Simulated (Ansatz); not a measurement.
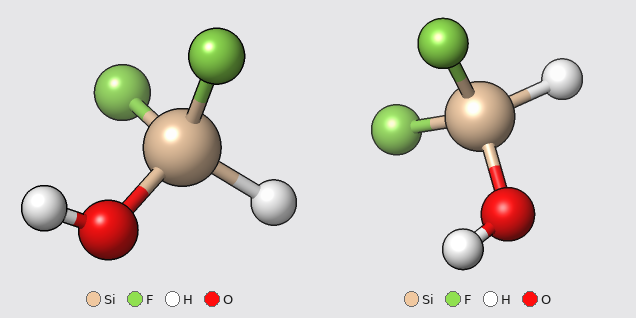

Two views of one molecule.

Question: Which formula does it have?

Answer: F2H2OSi, 6 atoms: 2 fluorine, 2 hydrogen, 1 oxygen and 1 silicon.

Question: What is the point group of this geometry?

Answer: Cs.

Question: How many atoms are distinct by symmetry?

Answer: 5: 1 Si, 2 F, 1 H, 1 O, 1 H.

Question: Count the bonded pairs by element.

Answer: 2 F–Si, 1 O–Si, 1 Si–H, 1 O–H. Sticks follow a distance rule.

The parts below concern this one geometry. Atoms keep their numbers from picture to picture. The computed structure is the end point of a PBE0-D4/def2-TZVP optimisation.

## Geometry

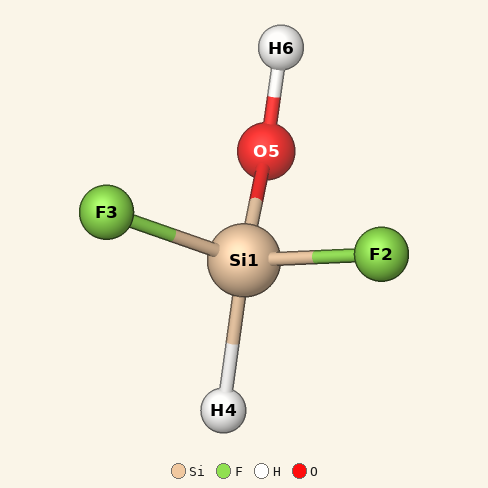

Which atoms are bonded, and how long are the bonds?

| bond | length (Å) |
| --- | --- |
| Si1–F2 | 1.584 |
| Si1–F3 | 1.584 |
| Si1–H4 | 1.463 |
| Si1–O5 | 1.614 |
| O5–H6 | 0.958 |

## Electronic properties

Method: RKS PBE0-D4/def2-TZVP (Ansatz 0.2.0).

Predict the main results.

- dipole moment: 1.20 D
- harmonic zero-point energy: 76.5 kJ/mol

## Charges

The questions are on Mulliken charges. Properties computed with RKS PBE0-D4/def2-TZVP (Ansatz 0.2.0).

Give the Mulliken charges atom by atom.

| atom | value (e) |
| --- | --- |
| Si1 | 0.79 |
| F2 | −0.29 |
| F3 | −0.29 |
| H4 | −0.03 |
| O5 | −0.51 |
| H6 | 0.34 |

## Thermal motion

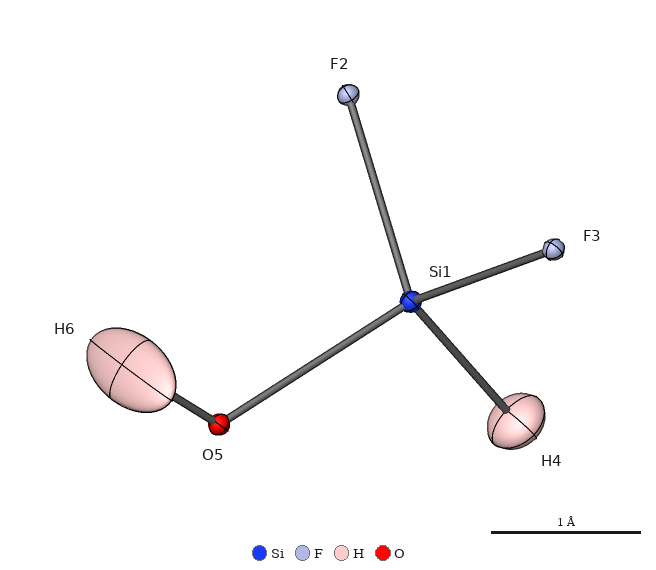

Displacement ellipsoids at the 50 % level, from the internal vibrations of the free molecule (harmonic, no overall translation or rotation; no half-axis is drawn under 0.075 Å). Vibrations computed with RKS PBE0-D4/def2-TZVP (Ansatz 0.2.0). Temperature: 100 K.

Question: Which atom moves most?

Answer: H6, with U_eq = 0.0423 Å².

Question: Does H6 move more along its bond or across it?

Answer: Across it: the root-mean-square amplitude is 0.066 Å along the bond and up to 0.315 Å across, since bending and torsion are softer than stretching.

List U_eq and the three principal root-mean-square amplitudes for each kind of atom.

```csv
atom,U_eq (Å²),rms amplitudes (Å)
Si1,0.00063,"0.023, 0.024, 0.028"
"F2, F3",0.00097,"0.019, 0.035, 0.037"
H4,0.0156,"0.087, 0.139, 0.141"
O5,0.0011,"0.019, 0.036, 0.040"
H6,0.0423,"0.066, 0.153, 0.315"
```

Mulliken values depend strongly on the basis set and can even reverse the polarity of a bond.
